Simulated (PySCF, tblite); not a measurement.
# C5H13BO: dynamics, then NMR shifts on frames, part 1 of 2

How do NMR shifts of C5H13BO (`[BH3-][O+]1CCC[C@H]1C`) change as the atoms move?

The runs use tblite 0.8.0 and PySCF 2.14.0, with density-fitted response routines of our own; the level of theory stands in each step. All values are computed, except where a source is named. Atoms count from 0, in the outputs and in this text.

### 1 Starting geometry

20 atoms, charge 0, multiplicity 1; geometry from: GFN2-xTB.

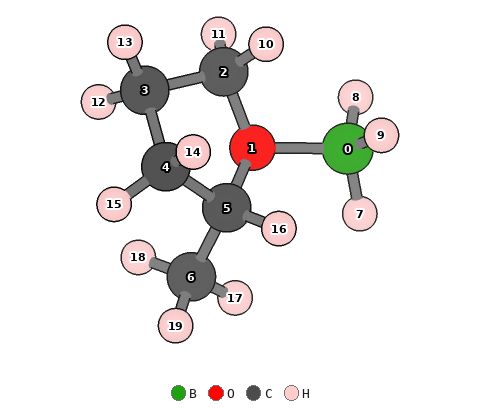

The starting geometry (boron green, oxygen red, carbon dark grey, hydrogen pink), atoms numbered.

### 2 Thermal motion with GFN2-xTB

What the job is given:

```
{"job": {"kind": "md", "xc": "GFN2-xTB", "basis": "xTB", "temperature": 300, "steps": 2000, "every": 50, "frames": 5}, "charge": 0, "multiplicity": 1}
B     -0.777939     1.906858     0.961873
O     -0.377778     0.694281    -0.052675
C     -1.467645    -0.154286    -0.383984
C     -0.807150    -1.416024    -0.918081
C      0.370695    -1.561071     0.044759
C      0.742608    -0.105494     0.372392
C      1.977630     0.382842    -0.372647
H      0.207708     2.564111     1.042073
H     -1.674797     2.456936     0.412396
H     -1.094112     1.392218     1.993583
H     -2.065621    -0.366476     0.510681
H     -2.088336     0.372654    -1.109709
H     -0.453331    -1.255866    -1.937303
H     -1.475146    -2.273799    -0.908005
H      0.056213    -2.087128     0.946629
H      1.207198    -2.100374    -0.395251
H      0.881067     0.037899     1.449424
H      2.105364     1.447548    -0.197535
H      1.866471     0.217355    -1.442037
H      2.861753    -0.141505    -0.019619
```

Method: GFN2-xTB Langevin dynamics, gas phase.

The run is started by

```bash
OMP_NUM_THREADS=1 python probes_run.py task.json out
```

The driver reads the jobs from task.json and runs them one after another.

The log of the run:

```text
t/fs     T/K      E/eV
    0.0   246.4   -616.24087
   25.0   151.2   -615.83777
   50.0   220.7   -615.76464
   75.0   236.7   -615.80318
  100.0   212.4   -615.67554
  125.0   210.5   -615.61964
  150.0   288.4   -615.78198
  175.0   215.4   -615.59433
  200.0   288.7   -615.67132
  225.0   259.2   -615.57692
  250.0   238.8   -615.60780
  275.0   237.6   -615.68475
  300.0   207.9   -615.75023
  325.0   185.7   -615.70558
  350.0   192.1   -615.67827
  375.0   221.2   -615.62345
  400.0   253.6   -615.62576
  425.0   201.9   -615.57803
  450.0   220.5   -615.61419
  475.0   222.3   -615.61625
  500.0   213.1   -615.75164
  525.0   302.7   -615.83718
  550.0   247.0   -615.64797
  575.0   216.9   -615.64769
  600.0   260.4   -615.68045
  625.0   238.1   -615.53116
  650.0   272.9   -615.67649
  675.0   305.7   -615.63160
  700.0   249.2   -615.73891
  725.0   200.6   -615.64615
  750.0   159.5   -615.44523
  775.0   276.6   -615.78492
  800.0   235.9   -615.61831
  825.0   322.8   -615.59711
  850.0   231.1   -615.53906
  875.0   288.2   -615.64479
  900.0   267.2   -615.59450
  925.0   285.6   -615.63038
  950.0   278.1   -615.61568
  975.0   249.8   -615.60518
 1000.0   336.8   -615.67175
```

Run time: 12 s. Hardware: 1 thread of Arm Neoverse V1, shared host; peak memory 0.18 GiB.

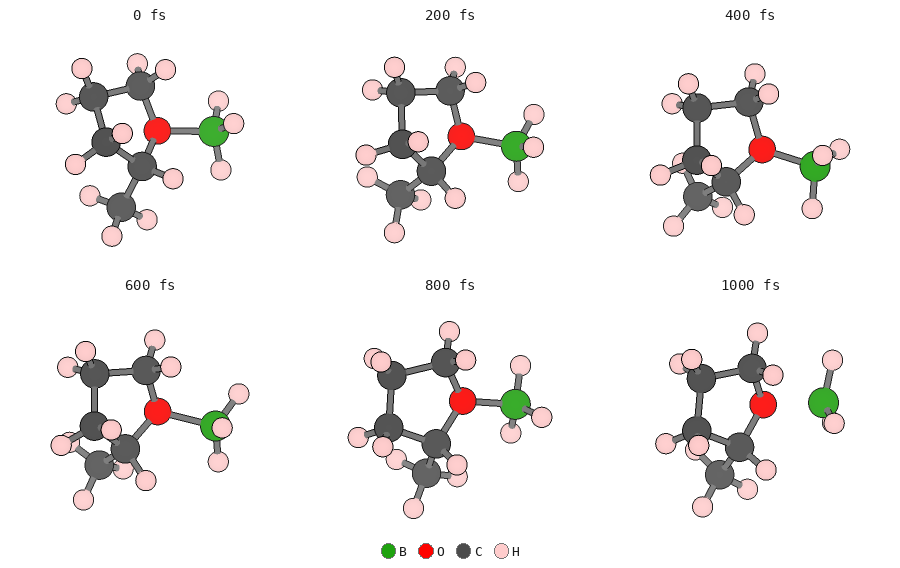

Frames of the run.

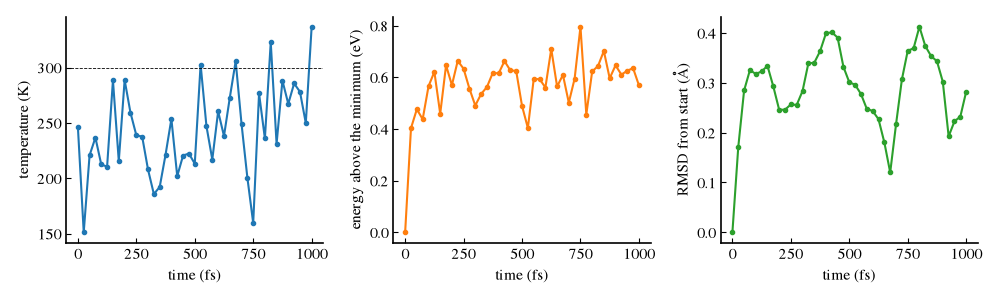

Temperature, potential energy and distance from the start.

Positions (Å) and forces (eV/Å) at 1000 fs:

```xyz
20

B    -0.980    0.994    2.672   -0.485   -0.262   -0.466
O    -0.490   -0.161    1.493   -0.701   -0.429    0.103
C    -1.363   -1.304    1.680    0.627    0.559    0.632
C    -0.707   -2.347    0.831   -1.409   -1.251   -0.422
C     0.754   -2.162    0.999    0.701    1.569    0.067
C     0.864   -0.670    1.460    0.151    0.478    0.322
C     1.709    0.086    0.420    0.093   -0.381    0.226
H    -0.543    2.026    2.345    0.267    0.200   -0.240
H    -2.210    0.978    2.610    0.936   -0.132    0.179
H    -0.453    0.520    3.606   -0.156    0.023    0.602
H    -1.288   -1.657    2.750   -0.517    0.646   -0.723
H    -2.384   -1.043    1.342    0.615   -0.059    0.541
H    -0.986   -2.192   -0.185   -0.190    0.246   -1.046
H    -1.129   -3.322    1.088    0.405   -0.194    0.136
H     1.177   -2.816    1.716    0.459   -0.635    0.660
H     1.307   -2.199    0.063   -0.056   -0.539   -0.017
H     1.319   -0.524    2.478   -0.355   -0.322   -0.641
H     1.883    1.123    0.702   -0.506    0.065   -0.199
H     1.182   -0.020   -0.568    0.951    0.308    0.876
H     2.728   -0.367    0.474   -0.829    0.113   -0.590
```

### 3 Shielding tensors: 250 fs, PBE0/pcSseg-1

What the job is given:

```
{"job": {"kind": "nmr", "xc": "PBE0", "basis": "pcSseg-1", "pop": false}, "charge": 0, "multiplicity": 1}
B     -0.448100     1.721300     1.922700
O     -0.523900     0.776600     0.518500
C     -1.625200    -0.160100     0.495100
C     -1.122000    -1.322300    -0.337300
C      0.246900    -1.439000     0.257900
C      0.638700     0.011100     0.393900
C      1.479300     0.396500    -0.862100
H      0.531000     2.401300     1.801900
H     -1.477900     2.320900     1.870000
H     -0.468800     0.832600     2.793000
H     -1.850300    -0.423800     1.504200
H     -2.526800     0.386400     0.095100
H     -1.076800    -1.029200    -1.366400
H     -1.789000    -2.212900    -0.218500
H      0.081500    -1.968300     1.281600
H      0.854000    -2.106000    -0.316300
H      1.321600     0.201800     1.278900
H      1.777400     1.420800    -0.806200
H      0.695700     0.253600    -1.668700
H      2.274500    -0.249700    -1.078400
```

With the program's defaults for keys left out, this is: GIAO PBE0/pcSseg-1 NMR shielding, non-relativistic, gas phase.

The log of the run:

```text
coarse grid: 15664 points
cycle   1  E = -297.8719498010  dE =  7.442e-01  |g| = 4.523e-01  |ddm| = 3.680e+00
cycle   2  E = -297.8755196501  dE = -3.570e-03  |g| = 4.718e-01  |ddm| = 7.764e-01
cycle   3  E = -297.9237822907  dE = -4.826e-02  |g| = 8.500e-02  |ddm| = 3.788e-01
cycle   4  E = -297.9248882991  dE = -1.106e-03  |g| = 3.269e-02  |ddm| = 6.840e-02
cycle   5  E = -297.9250906759  dE = -2.024e-04  |g| = 6.542e-03  |ddm| = 2.539e-02
cycle   6  E = -297.9251001642  dE = -9.488e-06  |g| = 1.761e-03  |ddm| = 7.375e-03
final grid: 148296 points
cycle   7  E = -297.9789967941  dE = -4.876e-05  |g| = 1.385e-02  |ddm| = 3.779e-02
cycle   8  E = -297.9789560984  dE =  4.070e-05  |g| = 2.068e-02  |ddm| = 2.022e-02
cycle   9  E = -297.9790327419  dE = -7.664e-05  |g| = 1.511e-03  |ddm| = 1.228e-02
cycle  10  E = -297.9790332705  dE = -5.286e-07  |g| = 2.554e-04  |ddm| = 1.526e-03
cycle  11  E = -297.9790332836  dE = -1.314e-08  |g| = 8.927e-05  |ddm| = 2.917e-04
cycle  12  E = -297.9790332855  dE = -1.869e-09  |g| = 2.132e-05  |ddm| = 9.110e-05
cycle  13  E = -297.9790332856  dE = -1.053e-10  |g| = 4.811e-06  |ddm| = 2.040e-05
converged SCF energy = -297.9790332856

GIAO shielding tensors (ppm)
atom      isotropic    diamagn.    paramagn.     s11        s22        s33       span
  0 B       93.939     189.286     -95.347     64.051     70.372    147.395     83.343
  1 O      283.807     400.840    -117.032    214.877    310.120    326.425    111.549
  2 C      100.829     245.560    -144.731     51.523     91.704    159.261    107.738
  3 C      158.378     251.867     -93.489    141.325    166.174    167.635     26.309
  4 C      150.895     250.433     -99.537    131.134    155.967    165.585     34.451
  5 C      108.086     245.241    -137.155     74.245     84.651    165.362     91.117
  6 C      160.866     250.769     -89.904    136.718    161.725    184.154     47.436
  7 H       27.880      30.321      -2.441     24.504     25.222     33.914      9.410
  8 H       28.226      30.174      -1.948     25.025     25.644     34.008      8.984
  9 H       27.938      30.250      -2.311     23.765     25.597     34.453     10.688
 10 H       28.261      31.537      -3.276     23.614     27.850     33.319      9.706
 11 H       26.587      28.637      -2.051     22.264     25.336     32.160      9.896
 12 H       30.111      32.144      -2.033     26.161     28.175     35.996      9.835
 13 H       29.310      28.949       0.361     25.328     25.608     36.993     11.665
 14 H       28.045      29.836      -1.791     24.065     25.331     34.738     10.673
 15 H       30.237      31.921      -1.684     25.961     27.867     36.881     10.920
 16 H       26.340      30.884      -4.544     22.855     26.207     29.958      7.103
 17 H       30.367      31.140      -0.773     25.680     28.763     36.658     10.978
 18 H       29.727      30.777      -1.050     25.112     30.158     33.911      8.799
 19 H       31.752      31.953      -0.201     27.154     29.340     38.761     11.607
```

It took 32 s on 1 thread of Arm Neoverse V1, shared host; peak memory 0.85 GiB.

Shifts follow as δ = σ(reference) − σ, with reference shieldings (ppm) from runs at the same level and on the same kind of geometry: 1H TMS 31.72, 13C TMS 186.9, 17O H2O 336.1, 11B BF3·OEt2 100.1. The references are single molecules in the gas phase, so shifts against H2O, NH3, PH3, H3PO4 or CFCl3 are not on the usual liquid scales and can be off by tens of ppm. Each atom is listed at this fixed geometry, with no averaging over motion; a spectrum would average atoms that exchange fast.

```csv
atoms,environment,σ (ppm),δ (ppm)
C2,sp3 CH2 bonded to O,100.8,86.1
C5,sp3 CH bonded to O,108.1,78.8
C4,sp3 CH2 in a ring,150.9,36.0
C3,sp3 CH2 in a ring,158.4,28.5
C6,methyl carbon,160.9,26.1
H16,hydrogen on an sp3 CH bonded to O,26.34,5.38
H11,hydrogen on an sp3 CH2 bonded to O,26.59,5.13
H7,hydrogen on a boron bonded to O,27.88,3.84
H9,hydrogen on a boron bonded to O,27.94,3.78
H14,hydrogen on an sp3 CH2 in a ring,28.05,3.67
H8,hydrogen on a boron bonded to O,28.23,3.49
H10,hydrogen on an sp3 CH2 bonded to O,28.26,3.46
H13,hydrogen on an sp3 CH2 in a ring,29.31,2.41
H18,hydrogen on a methyl carbon,29.73,1.99
H12,hydrogen on an sp3 CH2 in a ring,30.11,1.61
H15,hydrogen on an sp3 CH2 in a ring,30.24,1.48
H17,hydrogen on a methyl carbon,30.37,1.35
H19,hydrogen on a methyl carbon,31.75,-0.03
B0,"boron bonded to O, 3 H",93.9,6.1
O1,donor oxygen of a Lewis adduct,283.8,52.3
```

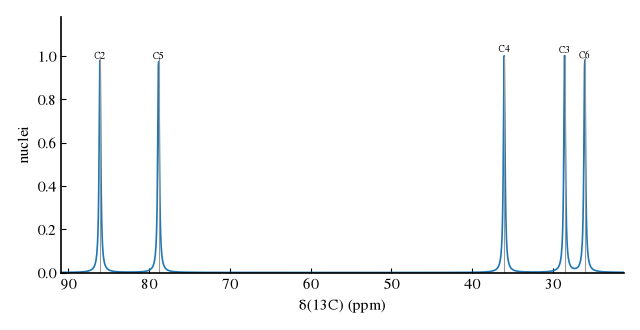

13C lines at the computed shifts, without couplings. Lines are broadened to a width of 0.24 ppm (Lorentzian).

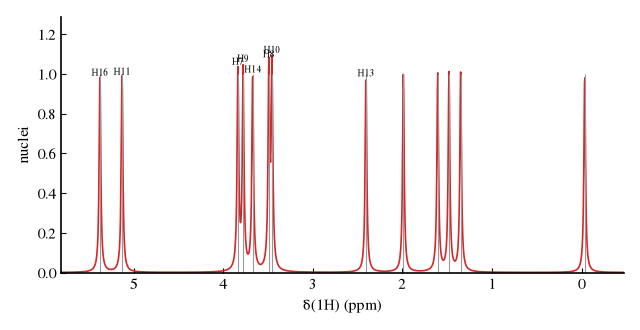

1H lines at the computed shifts, without couplings. Lines are broadened to a width of 0.02 ppm (Lorentzian).

Ring of atoms O1, C2, C3, C4, C5: NICS(0) -8.3, NICS(1) -4.0, NICS(1)zz -4.8 ppm (means of both faces).

The fields below are evaluated on a grid from the run's orbitals.

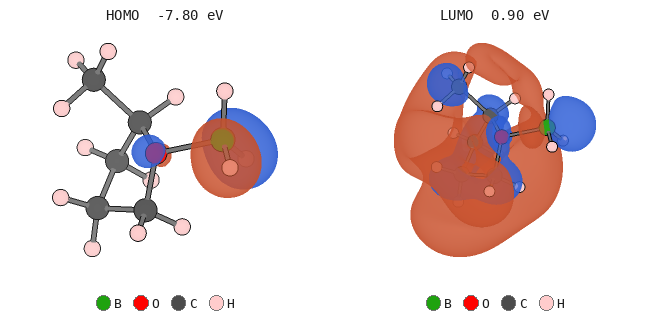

PBE0/pcSseg-1 orbitals near the gap, drawn at the value that encloses 70 % of each; the two colours are the two signs.

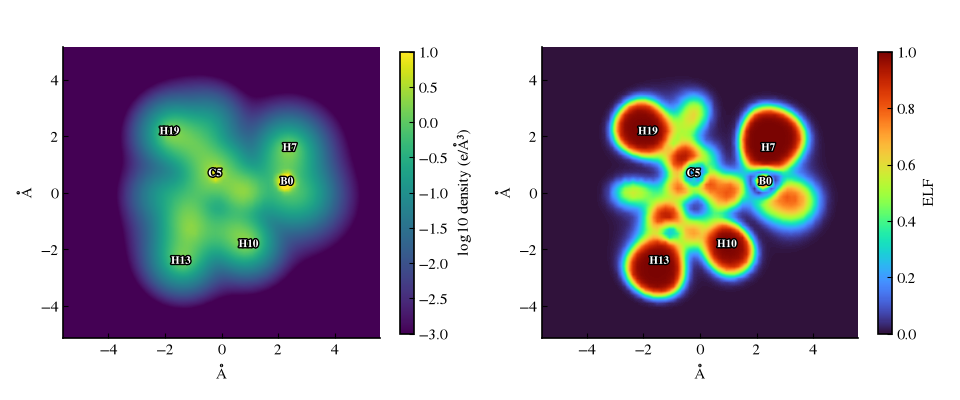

Density (left) and ELF (right) in a plane through or near 6 of the atoms.

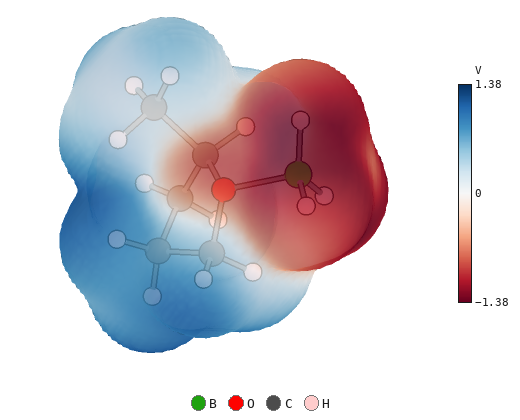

Electrostatic potential on the surface of density 0.002 e/bohr³; red is low, blue high. It runs, from the 1st to the 99th percentile, from -1.38 to 1.19 V.

### 4 Nuclear shieldings: 425 fs, PBE0/pcSseg-1

What the job is given:

```
{"job": {"kind": "nmr", "xc": "PBE0", "basis": "pcSseg-1", "pop": false}, "charge": 0, "multiplicity": 1}
B     -0.343400     1.362700     2.425300
O     -0.350500     0.488400     0.944000
C     -1.536600    -0.376500     0.706400
C     -1.022000    -1.537000    -0.119700
C      0.429700    -1.667100     0.444600
C      0.822500    -0.213100     0.550900
C      1.284500     0.359600    -0.839700
H      0.733200     1.820300     2.350200
H     -1.204100     2.160800     2.149400
H     -0.588900     0.630200     3.324800
H     -1.984400    -0.674800     1.753200
H     -2.291500     0.135700     0.139400
H     -0.992900    -1.263700    -1.183600
H     -1.588300    -2.450600     0.039400
H      0.400600    -2.140300     1.469100
H      1.105500    -2.248700    -0.078400
H      1.635900     0.088800     1.157300
H      1.442000     1.405600    -0.749200
H      0.575000     0.182800    -1.650700
H      2.220800    -0.130200    -0.954600
```

With the program's defaults for keys left out, this is: GIAO PBE0/pcSseg-1 NMR shielding, non-relativistic, gas phase.

The log of the run:

```text
coarse grid: 15664 points
cycle   1  E = -297.8665746917  dE =  6.128e-01  |g| = 4.722e-01  |ddm| = 3.663e+00
cycle   2  E = -297.8637127982  dE =  2.862e-03  |g| = 5.299e-01  |ddm| = 8.399e-01
cycle   3  E = -297.9222499979  dE = -5.854e-02  |g| = 1.077e-01  |ddm| = 4.386e-01
cycle   4  E = -297.9241765202  dE = -1.927e-03  |g| = 3.133e-02  |ddm| = 7.828e-02
cycle   5  E = -297.9243700429  dE = -1.935e-04  |g| = 7.124e-03  |ddm| = 2.594e-02
cycle   6  E = -297.9243819475  dE = -1.190e-05  |g| = 1.637e-03  |ddm| = 7.753e-03
cycle   7  E = -297.9243826793  dE = -7.318e-07  |g| = 2.296e-04  |ddm| = 1.892e-03
final grid: 148296 points
cycle   8  E = -297.9795401954  dE = -4.740e-05  |g| = 1.398e-02  |ddm| = 3.513e-02
cycle   9  E = -297.9795006692  dE =  3.953e-05  |g| = 2.072e-02  |ddm| = 1.980e-02
cycle  10  E = -297.9795779458  dE = -7.728e-05  |g| = 1.945e-03  |ddm| = 1.198e-02
cycle  11  E = -297.9795788361  dE = -8.904e-07  |g| = 2.753e-04  |ddm| = 1.992e-03
cycle  12  E = -297.9795788513  dE = -1.513e-08  |g| = 9.648e-05  |ddm| = 3.340e-04
cycle  13  E = -297.9795788536  dE = -2.347e-09  |g| = 1.695e-05  |ddm| = 9.983e-05
cycle  14  E = -297.9795788537  dE = -6.492e-11  |g| = 5.368e-06  |ddm| = 1.710e-05
converged SCF energy = -297.9795788537

GIAO shielding tensors (ppm)
atom      isotropic    diamagn.    paramagn.     s11        s22        s33       span
  0 B       93.554     189.321     -95.767     59.743     67.744    153.174     93.431
  1 O      259.872     401.416    -141.545    160.784    301.953    316.877    156.093
  2 C       98.748     243.594    -144.846     51.107     81.780    163.357    112.249
  3 C      156.559     251.219     -94.660    135.751    164.029    169.898     34.147
  4 C      153.215     250.245     -97.030    132.577    158.415    168.651     36.073
  5 C      104.885     247.721    -142.835     72.196     81.793    160.667     88.471
  6 C      161.185     249.709     -88.524    138.722    154.471    190.362     51.641
  7 H       28.414      31.381      -2.967     24.474     25.461     35.308     10.834
  8 H       27.888      30.319      -2.431     24.188     25.279     34.197     10.009
  9 H       28.184      30.836      -2.652     24.043     26.193     34.314     10.270
 10 H       26.132      27.724      -1.592     21.277     25.451     31.667     10.390
 11 H       27.294      30.175      -2.881     23.179     26.590     32.112      8.934
 12 H       29.237      31.531      -2.294     25.367     27.087     35.256      9.889
 13 H       29.641      29.387       0.255     25.707     26.199     37.018     11.312
 14 H       28.903      30.222      -1.319     24.902     26.169     35.636     10.734
 15 H       31.274      32.752      -1.479     26.972     28.626     38.223     11.251
 16 H       27.773      33.356      -5.583     24.535     28.174     30.610      6.075
 17 H       30.733      32.028      -1.295     26.549     29.063     36.588     10.038
 18 H       30.360      31.541      -1.181     25.853     30.371     34.856      9.003
 19 H       31.726      31.698       0.028     27.278     28.895     39.006     11.728
```

It took 24 s on 1 thread of Arm Neoverse V1, shared host; peak memory 0.86 GiB.

In short: δ C2 88.2, C5 82.0, C4 33.7, C3 30.4, H10 5.59, H11 4.42 ppm.

### 5 Shielding tensors: 625 fs, PBE0/pcSseg-1

What the job is given:

```
{"job": {"kind": "nmr", "xc": "PBE0", "basis": "pcSseg-1", "pop": false}, "charge": 0, "multiplicity": 1}
B     -0.573500     1.301800     2.370800
O     -0.473600     0.245200     1.169400
C     -1.490900    -0.751400     1.144600
C     -0.888400    -1.756800     0.261800
C      0.578200    -1.793400     0.702200
C      0.873100    -0.299700     0.912000
C      1.566300     0.242200    -0.352000
H      0.419700     1.923800     2.390600
H     -1.631700     1.745800     2.075500
H     -0.804400     0.616500     3.404700
H     -1.709300    -1.097300     2.141700
H     -2.387600    -0.330700     0.717800
H     -1.014700    -1.521800    -0.773500
H     -1.300900    -2.814500     0.356000
H      0.655600    -2.311700     1.658900
H      1.204500    -2.203500    -0.011700
H      1.559700    -0.296000     1.817100
H      1.594600     1.295800    -0.434000
H      1.007200    -0.118700    -1.254000
H      2.575200    -0.141700    -0.464900
```

Method: GIAO PBE0/pcSseg-1 NMR shielding, non-relativistic, gas phase.

The log of the run:

```text
coarse grid: 15664 points
cycle   1  E = -297.8674355025  dE =  7.717e-01  |g| = 4.699e-01  |ddm| = 3.698e+00
cycle   2  E = -297.8689953242  dE = -1.560e-03  |g| = 5.051e-01  |ddm| = 8.499e-01
cycle   3  E = -297.9246229404  dE = -5.563e-02  |g| = 1.001e-01  |ddm| = 4.244e-01
cycle   4  E = -297.9262315235  dE = -1.609e-03  |g| = 3.247e-02  |ddm| = 7.681e-02
cycle   5  E = -297.9264315180  dE = -2.000e-04  |g| = 6.382e-03  |ddm| = 2.510e-02
cycle   6  E = -297.9264405172  dE = -8.999e-06  |g| = 1.827e-03  |ddm| = 7.131e-03
final grid: 148296 points
cycle   7  E = -297.9792781721  dE = -5.113e-05  |g| = 1.504e-02  |ddm| = 3.547e-02
cycle   8  E = -297.9792317965  dE =  4.638e-05  |g| = 2.229e-02  |ddm| = 2.168e-02
cycle   9  E = -297.9793206035  dE = -8.881e-05  |g| = 1.834e-03  |ddm| = 1.330e-02
cycle  10  E = -297.9793213774  dE = -7.739e-07  |g| = 2.409e-04  |ddm| = 1.721e-03
cycle  11  E = -297.9793213887  dE = -1.131e-08  |g| = 8.977e-05  |ddm| = 2.807e-04
cycle  12  E = -297.9793213906  dE = -1.906e-09  |g| = 1.930e-05  |ddm| = 9.210e-05
cycle  13  E = -297.9793213907  dE = -8.436e-11  |g| = 4.310e-06  |ddm| = 1.671e-05
converged SCF energy = -297.9793213907

GIAO shielding tensors (ppm)
atom      isotropic    diamagn.    paramagn.     s11        s22        s33       span
  0 B      104.933     187.532     -82.599     78.588     82.896    153.315     74.726
  1 O      253.372     401.935    -148.563    144.412    295.629    320.075    175.664
  2 C      111.502     244.318    -132.816     68.557     93.674    172.274    103.718
  3 C      159.296     248.661     -89.365    133.570    168.441    175.876     42.306
  4 C      147.970     254.842    -106.872    121.307    154.050    168.553     47.247
  5 C       96.441     243.773    -147.332     55.694     70.019    163.609    107.915
  6 C      162.277     248.845     -86.568    144.880    154.516    187.437     42.557
  7 H       28.619      30.139      -1.520     24.537     26.214     35.107     10.570
  8 H       28.565      30.307      -1.742     24.385     26.078     35.233     10.848
  9 H       28.064      29.398      -1.334     24.747     25.730     33.715      8.968
 10 H       28.345      30.244      -1.899     23.958     27.311     33.767      9.808
 11 H       27.559      30.033      -2.474     23.483     26.275     32.918      9.435
 12 H       30.150      32.461      -2.311     26.326     27.639     36.485     10.158
 13 H       28.864      27.535       1.329     24.508     25.488     36.595     12.087
 14 H       29.519      31.969      -2.450     25.119     27.574     35.863     10.744
 15 H       31.429      33.798      -2.369     26.942     29.894     37.450     10.508
 16 H       26.328      29.920      -3.592     23.867     24.926     30.192      6.325
 17 H       30.523      31.280      -0.757     25.963     28.456     37.150     11.186
 18 H       30.024      31.519      -1.495     25.638     29.764     34.670      9.032
 19 H       30.656      30.154       0.503     26.483     27.525     37.960     11.478
```

It took 24 s on 1 thread of Arm Neoverse V1, shared host; peak memory 0.87 GiB.

In short: δ C5 90.5, C2 75.4, C4 39.0, C3 27.6, H16 5.39, H11 4.16 ppm.

(Continued in part 2 of 2.)
